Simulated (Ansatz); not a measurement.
# AlBH₂ (triplet): one geometry, many settings at scale of all distances = 1.720

Aim: run AlBH₂ (triplet) at one geometry under a spread of methods and options, and see what each costs and gives.

The runs use Ansatz 0.2.0, Gaussian basis; the settings change from run to run.

11 further runs of the same task are left out: 9 that didn't finish, 2 set aside as unsound or not needed.

## 1. What is computed

The geometry derives from a PBE0/def2-TZVP stationary point (not a proven minimum). All distances are scaled together.

4 atoms, charge 0, spin multiplicity 3.

Atoms are counted from 1 here; the program's logs count them from 0.

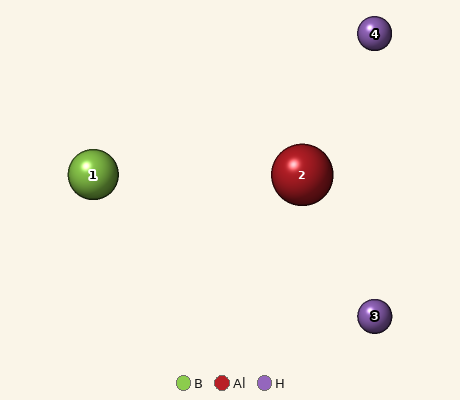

The geometry (boron green, aluminium red, hydrogen purple); atoms are numbered from 1 in the order of the file.

## 2. CCSD(T) on ROHF/STO-3G

in.yaml

```yaml
crystal:
  periodic: [false, false, false]
  atoms:
    - {symbol: B, position_ang: [0.000000, 0.000000, 2.667925]}
    - {symbol: Al, position_ang: [0.000000, 0.000000, -0.908519]}
    - {symbol: H, position_ang: [0.000000, -2.427482, -2.147791]}
    - {symbol: H, position_ang: [0.000000, 2.427482, -2.147791]}
basis:
  gaussian: {orbitals: STO-3G}
magnetization: {spin_polarized: false, initial_magnetization: 2}
correlation: {method: ccsd_t, electrons: valence, diis_vectors: 4}
```

Run with:

```sh
ansatz run in.yaml --threads 1 --pin off --events-out ev --progress --plain --max-ram 2393MiB
```

Log (excerpt; [...] marks lines left out):

```text
Functional definition: HF
  name "HF"
  cite "Fock, Z. Phys. 61, 126 (1930) doi:10.1007/BF01340294"
  parent pbe
[...]
174 factors; integrals over basis functions are off by at most 2.7e-5 eV
[...]
mean field -7182.29760462 eV, -263.9445686335 hartree, gradient 1.2e-6 eV, S^2 2.000000; 28 other end points of the search recorded, 0 dependent functions left out
[...]
determinant -7182.29760462 eV, -263.9445686335 hartree, with singles and doubles -7185.52267929 eV, -264.0630879417 hartree
determinant -7182.24286844 eV, -263.9425571162 hartree, with singles and doubles -7185.50107459 eV, -264.0622939838 hartree
determinant -7182.23233981 eV, -263.9421701960 hartree, with singles and doubles -7185.49055844 eV, -264.0619075224 hartree
determinant -7181.47606944 eV, -263.9143777725 hartree, with singles and doubles -7185.61635278 eV, -264.0665303789 hartree
determinant -7181.38919285 eV, -263.9111851168 hartree, with singles and doubles -7185.58948950 eV, -264.0655431717 hartree
determinant -7181.37928116 eV, -263.9108208690 hartree, with singles and doubles -7185.58084444 eV, -264.0652254716 hartree
determinant -7180.43364151 eV, -263.8760692526 hartree, with singles and doubles -7183.60103342 eV, -263.9924687586 hartree
determinant -7180.35374020 eV, -263.8731329339 hartree, with singles and doubles -7183.58633295 eV, -263.9919285261 hartree
determinant -7180.34515612 eV, -263.8728174747 hartree, with singles and doubles -7183.58097819 eV, -263.9917317423 hartree
[...]
determinant -7182.29760462 eV, -263.9445686335 hartree, with singles and doubles -7185.59365080 eV, -264.0656960966 hartree
determinant -7182.24286844 eV, -263.9425571162 hartree, with singles and doubles -7185.56416157 eV, -264.0646123873 hartree
determinant -7182.23233981 eV, -263.9421701960 hartree, with singles and doubles -7185.55438040 eV, -264.0642529362 hartree
determinant -7181.47606944 eV, -263.9143777725 hartree, with singles and doubles -7185.62382518 eV, -264.0668049847 hartree
determinant -7181.38919285 eV, -263.9111851168 hartree, with singles and doubles -7185.59173373 eV, -264.0656256455 hartree
determinant -7181.37928116 eV, -263.9108208690 hartree, with singles and doubles -7185.58275623 eV, -264.0652957286 hartree
determinant -7180.85686599 eV, -263.8916224654 hartree, with singles and doubles -7185.55277261 eV, -264.0641938509 hartree
determinant -7180.85686599 eV, -263.8916224654 hartree, with singles and doubles -7185.63840387 eV, -264.0673407415 hartree
unrestricted determinant -7183.31657146 eV, -263.9820149744 hartree, S^2 2.6158
6 core orbitals not correlated: weight in the atoms' cores, before any rotation towards them, 1.000 or more for the frozen orbitals, at most 0.000 for the correlated occupied ones
reference -7181.47606944 eV, -263.9143777725 hartree; 5, 3 occupied and 5, 7 virtual orbitals, 174 factors
second order -1.87352124 eV of doubles, -0.48804772 eV of singles
cycle   1  -2.01801818 eV  change   -8.3e-1 eV  update   1.2e-1
[...]
cycle  24  -4.14775512 eV  change   -4.8e-7 eV  update   2.1e-6
perturbative correction -0.05767908 eV, -0.0021196672 hartree
WARN: these amplitudes may be one of several solutions (largest doubles amplitude 0.26, level shift 12.89 eV)
Total energy: -7185.68150364 eV, -264.0689246290 hartree
```

Wall time 1.8 s (1 thread of Intel Xeon Platinum 8488C, shared host).

From the report: correlation -4.2054 eV; T1 0.097; largest double amplitude 0.26. The report flags that the cluster equations may have other roots.

## 3. CASCI(2,7)/6-31G

in.yaml: that of step 2 with these lines changed.

```diff
@@ -8,4 +8,5 @@
 basis:
-  gaussian: {orbitals: STO-3G}
+  gaussian: {orbitals: 6-31G, point_charges: [{charge: 1.00, position_ang: [2.897, -0.044, 0.757]}]}
 magnetization: {spin_polarized: false, initial_magnetization: 2}
-correlation: {method: ccsd_t, electrons: valence, diis_vectors: 4}
+correlation: {active_space: {window: {electrons: 2, orbitals: 7}, fixed_orbitals: true}}
+output: {forces: true}
```

Same command.

Log (excerpt; [...] marks lines left out):

```text
Functional definition: HF
  name "HF"
  cite "Fock, Z. Phys. 61, 126 (1930) doi:10.1007/BF01340294"
  parent pbe
[...]
328 factors; integrals over basis functions are off by at most 2.2e-4 eV
[...]
mean field -7275.61835226 eV, -267.3740428544 hartree, gradient 3.6e-6 eV, S^2 2.000000; 20 other end points of the search recorded, 0 dependent functions left out
reference -7275.61835226 eV, -267.3740428544 hartree; 11, 9 occupied and 15, 17 virtual orbitals, 328 factors
state -7275.61861658 eV, -267.3740525677 hartree
[...]
Total energy: -7275.61861658 eV, -267.3740525677 hartree
Atom 0 at     0.000000     0.000000     2.667925 Å, force     0.239406     0.022010    -0.015811 eV/Å
Atom 1 at     0.000000     0.000000    -0.908519 Å, force     0.148689     2.305769    -1.126327 eV/Å
Atom 2 at     0.000000    -2.427482    -2.147791 Å, force    -0.017793    -0.129628    -0.097572 eV/Å
Atom 3 at     0.000000     2.427482    -2.147791 Å, force    -0.083203    -2.147702     1.066007 eV/Å
Dipole moment:    -0.497697    -0.600513     0.207409 e Å
```

Wall time 0.63 s (1 thread of Intel Xeon Platinum 8488C, shared host).

From the report: 49 determinants; active occupations 1.00, 1.00, 0.00, 0.00, 0.00, 0.00, 0.00.

## 4. HF/cc-pVDZ

in.yaml

```yaml
crystal:
  periodic: [false, false, false]
  atoms:
    - {symbol: B, position_ang: [0.000000, 0.000000, 2.667925]}
    - {symbol: Al, position_ang: [0.000000, 0.000000, -0.908519]}
    - {symbol: H, position_ang: [0.000000, -2.427482, -2.147791]}
    - {symbol: H, position_ang: [0.000000, 2.427482, -2.147791]}
basis:
  gaussian: {orbitals: cc-pVDZ}
magnetization: {spin_polarized: false, initial_magnetization: 2}
hamiltonian: {xc: hf}
output: {forces: true, orbitals: {seedname: orbitals}}
```

Launched as before.

Log (excerpt; [...] marks lines left out):

```text
Functional definition: HF
  name "HF"
  cite "Fock, Z. Phys. 61, 126 (1930) doi:10.1007/BF01340294"
  parent pbe
[...]
399 factors; integrals over basis functions are off by at most 7.8e-4 eV
[...]
mean field -7276.41198794 eV, -267.4032084276 hartree, gradient 1.8e-7 eV, S^2 2.000000; 12 other end points of the search recorded, 0 dependent functions left out
[...]
reference -7276.41198794 eV, -267.4032084276 hartree; 11, 9 occupied and 31, 33 virtual orbitals, 399 factors
WARN: the results are in doubt because the forces break the atoms' symmetry
Total energy: -7276.41198794 eV, -267.4032084276 hartree
Atom 0 at     0.000000     0.000000     2.667925 Å, force    -0.000000    -0.035068     0.049049 eV/Å
Atom 1 at     0.000000     0.000000    -0.908519 Å, force    -0.000000    -1.976099    -0.895930 eV/Å
Atom 2 at     0.000000    -2.427482    -2.147791 Å, force    -0.000000     1.836264     0.962641 eV/Å
Atom 3 at     0.000000     2.427482    -2.147791 Å, force     0.000000     0.174903    -0.115761 eV/Å
Dipole moment:     0.000000     0.866017     0.585443 e Å
In doubt: the forces break the atoms' symmetry
```

Run time: 1.2 s. Hardware: 1 thread of Intel Xeon Platinum 8488C, shared host.

Mind the lines of doubt at the end of the log.

## 5. NEVPT2(8,6)/6-31G*

in.yaml: that of step 4 with these lines changed.

```diff
@@ -8,5 +8,5 @@
 basis:
-  gaussian: {orbitals: cc-pVDZ}
+  gaussian: {orbitals: "6-31G*"}
 magnetization: {spin_polarized: false, initial_magnetization: 2}
-hamiltonian: {xc: hf}
-output: {forces: true, orbitals: {seedname: orbitals}}
+correlation: {method: sc_nevpt2, electrons: outside_noble_gas, active_space: {window: {electrons: 8, orbitals: 6}}}
+output: {forces: true}
```

The command is unchanged.

Log (excerpt; [...] marks lines left out):

```text
Functional definition: HF
  name "HF"
  cite "Fock, Z. Phys. 61, 126 (1930) doi:10.1007/BF01340294"
  parent pbe
[...]
370 factors; integrals over basis functions are off by at most 3.9e-4 eV
[...]
mean field -7275.70259028 eV, -267.3771385444 hartree, gradient 2.3e-6 eV, S^2 2.000000; 23 other end points of the search recorded, 0 dependent functions left out
reference -7274.95753991 eV, -267.3497584483 hartree; 11, 9 occupied and 27, 29 virtual orbitals, 370 factors
state -7276.69678545 eV, -267.4136745431 hartree
state -7276.69678545 eV, -267.4136745431 hartree; corrected -7278.43407653 eV, -267.4775188128 hartree
state -7276.14247529 eV, -267.3933040203 hartree
state -7276.14247529 eV, -267.3933040203 hartree; corrected -7277.88673981 eV, -267.4574045592 hartree
state -7276.69678545 eV, -267.4136745431 hartree; corrected -7278.43407653 eV, -267.4775188128 hartree
[...]
WARN: the results are in doubt because close orbitals or states may skew the forces
Total energy: -7278.43407653 eV, -267.4775188128 hartree
Atom 0 at     0.000000     0.000000     2.667925 Å, force     0.000000     0.000000    -0.046168 eV/Å
Atom 1 at     0.000000     0.000000    -0.908519 Å, force    -0.000000     0.000000    -0.899988 eV/Å
Atom 2 at     0.000000    -2.427482    -2.147791 Å, force     0.000000     0.626670     0.473078 eV/Å
Atom 3 at     0.000000     2.427482    -2.147791 Å, force    -0.000000    -0.626670     0.473078 eV/Å
Dipole moment:     0.000000    -0.000000     0.498327 e Å
In doubt: close orbitals or states may skew the forces
```

Wall time 4.6 s (1 thread of Intel Xeon Platinum 8488C, shared host).

From the report: 113 determinants; active occupations 2.00, 2.00, 1.79, 1.01, 0.99, 0.21. The program marks this result as in doubt; its last lines say why.

## 6. CCSD(T) on ROHF/6-31G

in.yaml: that of step 5 with these lines changed.

```diff
@@ -8,5 +8,5 @@
 basis:
-  gaussian: {orbitals: "6-31G*"}
+  gaussian: {orbitals: 6-31G}
 magnetization: {spin_polarized: false, initial_magnetization: 2}
-correlation: {method: sc_nevpt2, electrons: outside_noble_gas, active_space: {window: {electrons: 8, orbitals: 6}}}
-output: {forces: true}
+correlation: {method: ccsd_t, electrons: all}
+scf: {lower_state_search: light}
```

The command is unchanged.

Log (excerpt; [...] marks lines left out):

```text
Functional definition: HF
  name "HF"
  cite "Fock, Z. Phys. 61, 126 (1930) doi:10.1007/BF01340294"
  parent pbe
[...]
328 factors; integrals over basis functions are off by at most 2.2e-4 eV
[...]
mean field -7275.61013318 eV, -267.3737408087 hartree, gradient 8.7e-6 eV, S^2 2.000000; 31 other end points of the search recorded, 0 dependent functions left out
[...]
determinant -7275.61013318 eV, -267.3737408087 hartree, with singles and doubles -7278.83260537 eV, -267.4921644774 hartree
determinant -7275.54299118 eV, -267.3712733856 hartree, with singles and doubles -7278.79360886 eV, -267.4907313819 hartree
determinant -7275.49068569 eV, -267.3693511946 hartree, with singles and doubles -7278.74257353 eV, -267.4888558684 hartree
determinant -7274.85921982 eV, -267.3461452518 hartree, with singles and doubles -7278.90477489 eV, -267.4948166584 hartree
[...]
determinant -7274.79434368 eV, -267.3437610975 hartree, with singles and doubles -7278.87140665 eV, -267.4935903982 hartree
determinant -7274.79434368 eV, -267.3437610975 hartree, with singles and doubles -7278.86496588 eV, -267.4933537041 hartree
determinant -7274.85921982 eV, -267.3461452518 hartree, with singles and doubles -7278.90477453 eV, -267.4948166452 hartree
determinant -7274.85921982 eV, -267.3461452518 hartree, with singles and doubles -7278.89995990 eV, -267.4946397109 hartree
unrestricted determinant -7276.15415825 eV, -267.3937333613 hartree, S^2 2.5199
reference -7274.85921982 eV, -267.3461452518 hartree; 11, 9 occupied and 15, 17 virtual orbitals, 328 factors
second order -2.23734715 eV of doubles, -0.34191623 eV of singles
cycle   1  -4.04073923 eV  change    8.5e-7 eV  update   2.5e-6
cycle   2  -4.04073828 eV  change    9.5e-7 eV  update   2.0e-6
perturbative correction -0.08822109 eV, -0.0032420653 hartree
WARN: these amplitudes may be one of several solutions (largest doubles amplitude 0.14, level shift 2.97 eV)
Total energy: -7278.98817919 eV, -267.4978817100 hartree
```

Run time: 8.5 s. Hardware: 1 thread of Intel Xeon Platinum 8488C, shared host.

From the report: correlation -4.1290 eV; T1 0.039; largest double amplitude 0.14. The report flags that the cluster equations may have other roots.

## 7. HF/6-31G

in.yaml: that of step 6 with these lines changed.

```diff
@@ -10,3 +10,3 @@
 magnetization: {spin_polarized: false, initial_magnetization: 2}
-correlation: {method: ccsd_t, electrons: all}
-scf: {lower_state_search: light}
+hamiltonian: {xc: hf}
+output: {forces: true, orbitals: {seedname: orbitals}}
```

The command is unchanged.

Log (excerpt; [...] marks lines left out):

```text
Functional definition: HF
  name "HF"
  cite "Fock, Z. Phys. 61, 126 (1930) doi:10.1007/BF01340294"
  parent pbe
[...]
328 factors; integrals over basis functions are off by at most 2.2e-4 eV
[...]
mean field -7275.61013318 eV, -267.3737408087 hartree, gradient 8.1e-6 eV, S^2 2.000000; 9 other end points of the search recorded, 0 dependent functions left out
[...]
reference -7275.61013318 eV, -267.3737408087 hartree; 11, 9 occupied and 15, 17 virtual orbitals, 328 factors
WARN: the results are in doubt because the forces break the atoms' symmetry
Total energy: -7275.61013318 eV, -267.3737408087 hartree
Atom 0 at     0.000000     0.000000     2.667925 Å, force    -0.000000    -0.046101     0.028480 eV/Å
Atom 1 at     0.000000     0.000000    -0.908519 Å, force     0.000000    -1.967682    -0.873716 eV/Å
Atom 2 at     0.000000    -2.427482    -2.147791 Å, force     0.000000     1.816051     0.970615 eV/Å
Atom 3 at     0.000000     2.427482    -2.147791 Å, force    -0.000000     0.197732    -0.125379 eV/Å
Dipole moment:    -0.000000     0.782834     0.579534 e Å
In doubt: the forces break the atoms' symmetry
```

It took 0.54 s on 1 thread of Intel Xeon Platinum 8488C, shared host.

The program marks this result as in doubt; its last lines say why.

## 8. CCSDT(Q)/6-31G

in.yaml: that of step 7 with these lines changed.

```diff
@@ -10,3 +10,4 @@
 magnetization: {spin_polarized: false, initial_magnetization: 2}
-hamiltonian: {xc: hf}
-output: {forces: true, orbitals: {seedname: orbitals}}
+hamiltonian: {xc: {name: B3LYP}}
+correlation: {method: ccsdt_q, electrons: valence}
+scf: {lower_state_search: off}
```

Same command.

Log (excerpt; [...] marks lines left out):

```text
Functional definition: B3LYP
  name "B3LYP"
  cite "Stephens, Devlin, Chabalowski & Frisch, J. Phys. Chem. 98, 11623 (1994) doi:10.1021/j100096a001"
  cite "Becke, Phys. Rev. A 38, 3098 (1988) doi:10.1103/PhysRevA.38.3098"
  cite "Lee, Yang & Parr, Phys. Rev. B 37, 785 (1988) doi:10.1103/PhysRevB.37.785"
  cite "Vosko, Wilk & Nusair, Can. J. Phys. 58, 1200 (1980) doi:10.1139/p80-159"
[...]
547 factors; integrals over basis functions are off by at most 1.4e-7 eV
[...]
mean field -7294.96250375 eV, -268.0849273096 hartree, gradient 7.7e-6 eV, S^2 2.000000; 0 other end points of the search recorded, 0 dependent functions left out
6 core orbitals not correlated: weight in the atoms' cores, before any rotation towards them, 1.000 or more for the frozen orbitals, at most 0.000 for the correlated occupied ones
reference -7274.59550703 eV, -267.3364539854 hartree; 5, 3 occupied and 15, 17 virtual orbitals, 547 factors
second order -2.25993488 eV of doubles, -0.51381554 eV of singles
cycle   1  -3.12304078 eV  change   -9.2e-1 eV  update   1.3e-1
[...]
cycle  40  -4.27001941 eV  change   -2.6e-8 eV  update   3.4e-7
perturbative correction -0.00308057 eV, -0.0001132089 hartree
WARN: these amplitudes may be one of several solutions (largest doubles amplitude 0.16, level shift 3.69 eV)
Total energy: -7278.86860702 eV, -267.4934875135 hartree
Checks for a lower state left out: stability, starts, cluster_reference, orbital_swaps, neighbouring_geometries, increment
```

It took 6 s on 1 thread of Intel Xeon Platinum 8488C, shared host.

From the report: correlation -4.2731 eV; T1 0.056; largest double amplitude 0.16. The orbitals are Kohn-Sham ones, so correlation energy and T1 don't compare with those on Hartree-Fock orbitals. The report flags that the cluster equations may have other roots.

## 9. HF/cc-pVDZ

in.yaml: that of step 8 with these lines changed.

```diff
@@ -8,6 +8,6 @@
 basis:
-  gaussian: {orbitals: 6-31G}
+  gaussian: {orbitals: cc-pVDZ}
 magnetization: {spin_polarized: false, initial_magnetization: 2}
-hamiltonian: {xc: {name: B3LYP}}
-correlation: {method: ccsdt_q, electrons: valence}
-scf: {lower_state_search: off}
+hamiltonian: {xc: hf}
+accuracy: high
+output: {forces: true, orbitals: {seedname: orbitals}}
```

Launched as before.

Log (excerpt; [...] marks lines left out):

```text
Functional definition: HF
  name "HF"
  cite "Fock, Z. Phys. 61, 126 (1930) doi:10.1007/BF01340294"
  parent pbe
[...]
817 factors; integrals over basis functions are off by at most 3.7e-9 eV
[...]
mean field -7276.41199337 eV, -267.4032086273 hartree, gradient 2.5e-8 eV, S^2 2.000000; 12 other end points of the search recorded, 0 dependent functions left out
[...]
reference -7276.41199337 eV, -267.4032086273 hartree; 11, 9 occupied and 31, 33 virtual orbitals, 817 factors
WARN: the results are in doubt because the forces break the atoms' symmetry
Total energy: -7276.41199337 eV, -267.4032086273 hartree
Atom 0 at     0.000000     0.000000     2.667925 Å, force     0.000000     0.035068     0.049049 eV/Å
Atom 1 at     0.000000     0.000000    -0.908519 Å, force    -0.000000     1.976119    -0.895927 eV/Å
Atom 2 at     0.000000    -2.427482    -2.147791 Å, force    -0.000000    -0.174910    -0.115767 eV/Å
Atom 3 at     0.000000     2.427482    -2.147791 Å, force     0.000000    -1.836276     0.962645 eV/Å
Dipole moment:     0.000000    -0.866012     0.585440 e Å
In doubt: the forces break the atoms' symmetry
```

Run time: 1.8 s. Hardware: 1 thread of Intel Xeon Platinum 8488C, shared host.

The program marks this result as in doubt; its last lines say why.

## 10. The runs in one table

Where basis and cores are those of an earlier FCI/6-31G run (-7278.9178 eV), and the state is the same kind, the miss against it is given. † marks a result that the program doubts.

```tsv
level	correlated	functions	energy (eV)	from FCI (meV)	time
CCSD(T) on ROHF/STO-3G †	valence	16	-7185.6815		1.8 s
CASCI(2,7)/6-31G (beside a point charge)		26	-7275.6186		0.63 s
HF/cc-pVDZ †		42	-7276.4120		1.2 s
NEVPT2(8,6)/6-31G* †	outside noble gas	38	-7278.4341		4.6 s
CCSD(T) on ROHF/6-31G †	all	26	-7278.9882		8.5 s
HF/6-31G †		26	-7275.6101	3307.6	0.54 s
CCSDT(Q)/6-31G (on B3LYP orbitals) †	valence	26	-7278.8686	49.2	6 s
HF/cc-pVDZ †		42	-7276.4120		1.8 s
```

## 11. Summary of results

```
quantity                           value
    runs                               8
quickest              HF/6-31G †, 0.54 s
 slowest  CCSD(T) on ROHF/6-31G †, 8.5 s
```

**Reading.** Total energies in different bases, with other cores or another treatment of relativity can't be set against each other. CCSD(T) on ROHF/6-31G † took 16 times as long as HF/6-31G †; the jobs differ in more than the method. Hartree-Fock, CASSCF and CASCI lack dynamic correlation by design. Cores frozen from Kohn-Sham orbitals shift the total energy.
